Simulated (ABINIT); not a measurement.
# Ca2Si (Fm-3m): G0W0 in ABINIT against the bands in the self-energy

Aim: move the bands in the self-energy of a G0W0 run on Ca2Si (Fm-3m) over a wide range.

Calculated with ABINIT 10.8.3; LDA and many-body steps on it, plane waves.

**1. The starting structure**

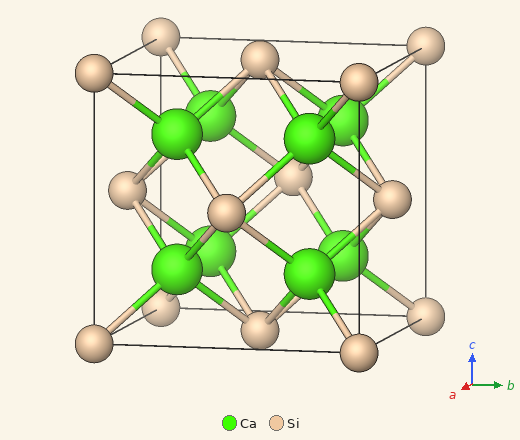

Start, viewed slightly off an axis; calcium green, silicon light orange. This picture shows the conventional cell, with its axes. Some periodic images of atoms are drawn too.

The cell and positions are those that the Materials Project relaxed with its own functionals (PBE, PBE+U or r2SCAN), kept fixed.

**2. Screening, 2×2×2 mesh, 161 bands, screening to 176.9 eV**

This step: ABINIT 10.8.3; RPA screening on LDA, plane waves, norm-conserving pseudopotentials.

The RPA dielectric matrix is built and inverted for each q.

File run.abi:

```
acell 3*1.0 Angstrom
rprim 
  -0.000000000000 3.585232820000 3.585232820000
  3.585232820000 -0.000000000000 3.585232820000
  3.585232820000 3.585232820000 -0.000000000000
ntypat 2
znucl 20 14
natom 3
typat 1 1 2
xred 
  0.750000000000 0.750000000000 0.750000000000
  0.250000000000 0.250000000000 0.250000000000
  0.000000000000 0.000000000000 0.000000000000
pp_dirpath "pseudos"
pseudos "Ca.upf, Si.upf"
ecut 30
ngkpt 2 2 2
nshiftk 1
shiftk 0 0 0
kptopt 1
chksymbreak 0
istwfk *1
occopt 1
irdwfk 1
optdriver 3
nband 161
ecuteps 6.5
inclvkb 2
awtr 1
symchi 1
indata_prefix "in"
outdata_prefix "out"
tmpdata_prefix "tmp"
```

Started as:

```sh
> OMP_NUM_THREADS=1 mpirun -n 4 abinit run.abi > log
```

What it wrote:

```text
.Version 10.8.3 of ABINIT. v10.8.2 released Aug 2026.

 Symmetries : space group Fm -3 m (#225); Bravais cF (face-center cubic)
[... echo of the input left out ...]
== DATASET  1 ==================================================================
-   mpi_nproc: 4, omp_nthreads: 1 (-1 if OMP is not activated)

--- !DatasetInfo
iteration_state: {dtset: 1, }
dimensions: {natom: 3, nkpt: 3, mband: 161, nsppol: 1, nspinor: 1, nspden: 1, mpw: 4910, }
cutoff_energies: {ecut:  30.0, pawecutdg:  -1.0, }
electrons: {nelect:   2.40000000E+01, charge:   0.00000000E+00, occopt:   1.00000000E+00, tsmear:   1.00000000E-02, }

 SCREENING: Calculation of the susceptibility and dielectric matrices

 Based on a program developped by R.W. Godby, V. Olevano, G. Onida, and L. Reining.
 Incorporated in ABINIT by V. Olevano, G.-M. Rignanese, and M. Torrent.
.Using double precision arithmetic ; gwpc =  8

[... cell and pseudopotentials left out ...]
--------------------------------------------------------------------------------

 ==== K-mesh for the wavefunctions ====
 Number of points in the irreducible wedge :     3
[... list of points left out ...]
 Together with 48 symmetry operations and time-reversal symmetry
 yields     8 points in the full Brillouin Zone.

 ==== Q-mesh for the screening function ====
 Number of points in the irreducible wedge :     3
[... list of points left out ...]
 Together with 48 symmetry operations and time-reversal symmetry
 yields     8 points in the full Brillouin Zone.

 setmesh: FFT mesh size selected  =    36x   36x   36
          total number of points  =        46656

 vcoul_init : cutoff-mode = AUXILIARY_FUNCTION
 q-points for optical limit:   1
     1)      0.000010    0.000020    0.000030

- screening: taking advantage of time-reversal symmetry
- Maximum band index for partially occupied states nbvw = 12
- Remaining bands to be divided among processors   nbcw = 149
- Number of bands treated by each node ~37

 Number of electrons calculated from density =   24.0000; Expected =   24.0000
 average of density, n =  0.038586
 r_s =    1.8358
 omega_plasma =   18.9484 [eV]

 calculating chi0 at frequencies [eV] :
  1    0.000000E+00    0.000000E+00
  2    0.000000E+00    1.894837E+01

--------------------------------------------------------------------------------
  q-point number  1        q = ( 0.000000, 0.000000, 0.000000) [r.l.u.]
--------------------------------------------------------------------------------
[... chi0 elements left out ...]
 For q-point:  0.000010 0.000020 0.000030
  dielectric constant =  68.5236
  dielectric constant without local fields =  90.5902

  Average fulfillment of the sum rule on Im[epsilon] for q-point    1 :     72.24  [%]
[... wings left out ...]
  q-point number  2        q = ( 0.500000, 0.000000, 0.000000) [r.l.u.]
--------------------------------------------------------------------------------
[... chi0 elements left out ...]
  Average fulfillment of the sum rule on Im[epsilon] for q-point    2 :     75.26  [%]

 [... 1 further q-points ...]
```

Elapsed: 13 s, on 4 MPI ranks of Arm Neoverse V1, shared host; peak memory 0.89 GiB; 50 s of CPU time.

Numbers from this step:

```
ε∞ with local fields, on this mesh, along the program's q direction : 68.52
the same without local fields                                       : 90.59
plasma frequency                                                    : 18.95 eV
plane waves in the screening matrix                                 : 531
```

Local fields lower ε∞ by 24 %. On a Γ-centred mesh this coarse the value itself is usually too large, while a short band sum pulls it down.

**3. 20 bands**

This step: G0W0 on LDA, plane waves, norm-conserving pseudopotentials.

Edit run.abi of step 2 so:

```diff
@@ -24,8 +24,17 @@
 irdwfk 1
-optdriver 3
-nband 161
+optdriver 4
+nband 20
+gwcalctyp 0
+ecutsigx 30
+symsigma 1
+nkptgw 2
+kptgw 
+  0.5000000000 0.5000000000 0.0000000000
+  0.0000000000 0.0000000000 0.0000000000
+bdgw 
+  11 14
+  10 15
 ecuteps 6.5
-inclvkb 2
-awtr 1
-symchi 1
+irdscr 1
+ppmodel 1
 indata_prefix "in"
```

What it wrote:

```text
.Version 10.8.3 of ABINIT. v10.8.2 released Aug 2026.

 Symmetries : space group Fm -3 m (#225); Bravais cF (face-center cubic)
[... echo of the input left out ...]
== DATASET  1 ==================================================================
-   mpi_nproc: 4, omp_nthreads: 1 (-1 if OMP is not activated)

--- !DatasetInfo
iteration_state: {dtset: 1, }
dimensions: {natom: 3, nkpt: 3, mband: 20, nsppol: 1, nspinor: 1, nspden: 1, mpw: 4910, }
cutoff_energies: {ecut:  30.0, pawecutdg:  -1.0, }
electrons: {nelect:   2.40000000E+01, charge:   0.00000000E+00, occopt:   1.00000000E+00, tsmear:   1.00000000E-02, }

 SIGMA: Calculation of the GW corrections

 Based on a program developped by R.W. Godby, V. Olevano, G. Onida, and L. Reining.
 Incorporated in ABINIT by V. Olevano, G.-M. Rignanese, and M. Torrent.
.Using double precision arithmetic ; gwpc =  8

[... cell and pseudopotentials left out ...]
--------------------------------------------------------------------------------

 ==== K-mesh for the wavefunctions ====
 Number of points in the irreducible wedge :     3
[... list of points left out ...]
 Together with 48 symmetry operations and time-reversal symmetry
 yields     8 points in the full Brillouin Zone.

 ==== Q-mesh for screening function ====
 Number of points in the irreducible wedge :     3
[... list of points left out ...]
 Together with 48 symmetry operations and time-reversal symmetry
 yields     8 points in the full Brillouin Zone.

 vcoul_init : cutoff-mode = AUXILIARY_FUNCTION
 q-points for optical limit:   1
     1)      0.000010    0.000020    0.000030
 setmesh: FFT mesh size selected  =    48x   48x   48
          total number of points  =       110592

 Number of electrons calculated from density =   24.0000; Expected =   24.0000
 average of density, n =  0.038586
 r_s =    1.8358
 omega_plasma =   18.9484 [eV]

 === KS Band Gaps ===
  >>>> For spin  1
   Minimum direct gap =   0.5088 [eV], located at k-point      :   0.5000  0.5000  0.0000
   Fundamental gap    =   0.5088 [eV], Top of valence bands at :   0.5000  0.5000  0.0000
                                       Bottom of conduction at :   0.5000  0.5000  0.0000
 SIGMA fundamental parameters:
 PLASMON POLE MODEL  1
 number of plane-waves for SigmaX                 4909
 number of plane-waves for SigmaC and W            531
 number of plane-waves for wavefunctions          4909
 number of bands                                    20
 number of independent spin polarizations            1
 number of spinorial components                      1
 number of k-points in IBZ                           3
 number of q-points in IBZ                           3
 number of symmetry operations                      48
 number of k-points in BZ                            8
 number of q-points in BZ                            8
 number of frequencies for dSigma/dE                 9
 frequency step for dSigma/dE [eV]                0.25
 number of omega for Sigma on real axis              0
 max omega for Sigma on real axis  [eV]           0.00
 zcut for avoiding poles [eV]                     0.10

 EPSILON^-1 parameters (SCR file):
 dimension of the eps^-1 matrix on file            531
 dimension of the eps^-1 matrix used               531
 number of plane-waves for wavefunctions          4909
 number of bands                                   161
 number of q-points in IBZ                           3
 number of frequencies                               2
 number of real frequencies                          1
 number of imag frequencies                          1

 matrix elements of self-energy operator (all in [eV])

 Perturbative Calculation

--- !SelfEnergy_ee
iteration_state: {dtset: 1, }
kpoint     : [   0.500,    0.500,    0.000, ]
spin       : 1
KS_gap     :    0.509
QP_gap     :    0.692
Delta_QP_KS:    0.183
data: !SigmaeeData |
     Band     E0 <VxcDFT>   SigX SigC(E0)      Z dSigC/dE  Sig(E)    E-E0       E
       11   3.544  -9.945 -11.419   3.119   0.786  -0.273  -8.653   1.292   4.836
       12   3.544  -9.945 -11.419   3.119   0.786  -0.273  -8.653   1.292   4.836
       13   4.053  -8.148  -3.922  -2.383   0.800  -0.249  -6.672   1.475   5.529
       14   5.109 -10.552  -5.178  -2.516   0.796  -0.256  -8.277   2.275   7.384

--- !SelfEnergy_ee
iteration_state: {dtset: 1, }
kpoint     : [   0.000,    0.000,    0.000, ]
spin       : 1
KS_gap     :    2.037
QP_gap     :    2.494
Delta_QP_KS:    0.458
data: !SigmaeeData |
     Band     E0 <VxcDFT>   SigX SigC(E0)      Z dSigC/dE  Sig(E)    E-E0       E
       10   3.150 -10.302 -11.207   2.731   0.779  -0.283  -8.879   1.423   4.573
       11   3.150 -10.302 -11.207   2.731   0.779  -0.283  -8.879   1.423   4.573
       12   3.150 -10.302 -11.207   2.731   0.779  -0.283  -8.879   1.423   4.573
       13   5.187  -8.012  -3.754  -1.955   0.816  -0.225  -6.131   1.881   7.068
       14   5.307 -11.657  -5.687  -2.688   0.792  -0.263  -9.058   2.599   7.906
       15   5.307 -11.657  -5.687  -2.688   0.792  -0.263  -9.058   2.599   7.906

== END DATASET(S) ==============================================================
================================================================================

 -outvars: echo values of variables after computation  --------
           etotal      0.0000000000E+00
            nband          20
             nkpt           3
          spgroup         225
 [... the other variables as echoed above ...]

 Calculation completed.
```

The job ended after 5.3 s (4 MPI ranks; peak memory 0.76 GiB; 21 s of CPU time).

Numbers from this step:

```
G0W0 gap on the points computed              : 0.6930 eV
starting gap on the mesh                     : 0.5088 eV
k of the valence top                         : 0.5, 0.5, 0
k of the conduction bottom                   : 0.5, 0.5, 0
Z at the valence top                         : 0.786
Z at the conduction bottom                   : 0.8
least direct G0W0 gap on the computed points : 0.6930 eV
```

**4. 25 bands**

Edit run.abi of step 3 so:

```diff
@@ -25,3 +25,3 @@
 optdriver 4
-nband 20
+nband 25
 gwcalctyp 0
```

What it wrote:

```text
.Version 10.8.3 of ABINIT. v10.8.2 released Aug 2026.

 Symmetries : space group Fm -3 m (#225); Bravais cF (face-center cubic)
[... echo of the input left out ...]
== DATASET  1 ==================================================================
-   mpi_nproc: 4, omp_nthreads: 1 (-1 if OMP is not activated)

--- !DatasetInfo
iteration_state: {dtset: 1, }
dimensions: {natom: 3, nkpt: 3, mband: 25, nsppol: 1, nspinor: 1, nspden: 1, mpw: 4910, }
cutoff_energies: {ecut:  30.0, pawecutdg:  -1.0, }
electrons: {nelect:   2.40000000E+01, charge:   0.00000000E+00, occopt:   1.00000000E+00, tsmear:   1.00000000E-02, }

 SIGMA: Calculation of the GW corrections

 Based on a program developped by R.W. Godby, V. Olevano, G. Onida, and L. Reining.
 Incorporated in ABINIT by V. Olevano, G.-M. Rignanese, and M. Torrent.
.Using double precision arithmetic ; gwpc =  8

[... cell and pseudopotentials left out ...]
--------------------------------------------------------------------------------

 ==== K-mesh for the wavefunctions ====
 Number of points in the irreducible wedge :     3
[... list of points left out ...]
 Together with 48 symmetry operations and time-reversal symmetry
 yields     8 points in the full Brillouin Zone.

 ==== Q-mesh for screening function ====
 Number of points in the irreducible wedge :     3
[... list of points left out ...]
 Together with 48 symmetry operations and time-reversal symmetry
 yields     8 points in the full Brillouin Zone.

 vcoul_init : cutoff-mode = AUXILIARY_FUNCTION
 q-points for optical limit:   1
     1)      0.000010    0.000020    0.000030
 setmesh: FFT mesh size selected  =    48x   48x   48
          total number of points  =       110592

 Number of electrons calculated from density =   24.0000; Expected =   24.0000
[...]
number of omega for Sigma on real axis              0
 max omega for Sigma on real axis  [eV]           0.00
 zcut for avoiding poles [eV]                     0.10

 EPSILON^-1 parameters (SCR file):
 dimension of the eps^-1 matrix on file            531
 dimension of the eps^-1 matrix used               531
 number of plane-waves for wavefunctions          4909
 number of bands                                   161
 number of q-points in IBZ                           3
 number of frequencies                               2
 number of real frequencies                          1
 number of imag frequencies                          1

 matrix elements of self-energy operator (all in [eV])

 Perturbative Calculation

--- !SelfEnergy_ee
iteration_state: {dtset: 1, }
kpoint     : [   0.500,    0.500,    0.000, ]
spin       : 1
KS_gap     :    0.509
QP_gap     :    0.746
Delta_QP_KS:    0.237
data: !SigmaeeData |
     Band     E0 <VxcDFT>   SigX SigC(E0)      Z dSigC/dE  Sig(E)    E-E0       E
       11   3.544  -9.945 -11.419   2.726   0.775  -0.290  -8.974   0.970   4.515
       12   3.544  -9.945 -11.419   2.726   0.775  -0.290  -8.974   0.970   4.515
       13   4.053  -8.148  -3.922  -2.700   0.791  -0.264  -6.940   1.208   5.261
[...]
--- !SelfEnergy_ee
iteration_state: {dtset: 1, }
kpoint     : [   0.000,    0.000,    0.000, ]
spin       : 1
KS_gap     :    2.037
QP_gap     :    2.143
Delta_QP_KS:    0.106
data: !SigmaeeData |
     Band     E0 <VxcDFT>   SigX SigC(E0)      Z dSigC/dE  Sig(E)    E-E0       E
[...]
14   5.307 -11.657  -5.687  -3.247   0.776  -0.289  -9.545   2.113   7.420
       15   5.307 -11.657  -5.687  -3.247   0.776  -0.289  -9.545   2.113   7.420

== END DATASET(S) ==============================================================
================================================================================

 -outvars: echo values of variables after computation  --------
           etotal      0.0000000000E+00
            nband          25
             nkpt           3
          spgroup         225
 [... the other variables as echoed above ...]

 Calculation completed.
```

Run time: 6.2 s. Hardware: 4 MPI ranks; peak memory 0.76 GiB.

Numbers from this step:

```yaml
g0w0_gap_on_the_points_computed: 0.7460 eV
starting_gap_on_the_mesh: 0.5088 eV
k_of_the_valence_top: 0.5, 0.5, 0
k_of_the_conduction_bottom: 0.5, 0.5, 0
z_at_the_valence_top: 0.775
z_at_the_conduction_bottom: 0.791
least_direct_g0w0_gap_on_the_computed_points: 0.7460 eV
```

(Continued in part 2 of 2.)

[Paths, hosts, dates, memory and timing lines, banners, echoed tables and standing remarks are left out of the program output.]

[Logs are printed without paths, hosts, clocks, repeated set-up lines and the standing remarks that a program may print on its own settings, such as how far it seeks lower states.]

[Runs of the session that timed out or met a known fault of the program may be left out.]

[Hosts, paths, dates, database ids (printed as entryN), source tags and the programs' standing remarks are cut or masked in the printed files.]

[G0W0 gaps are taken among the corrected bands and points alone; a level outside them can change the order at an edge.]

[Where Ansatz stands beside ABINIT at settings called matched, ABINIT's density can come from a denser mesh and the files from another edition; pairs whose starting gaps differed by over 0.03 eV were left out, so agreement reads better than it is.]
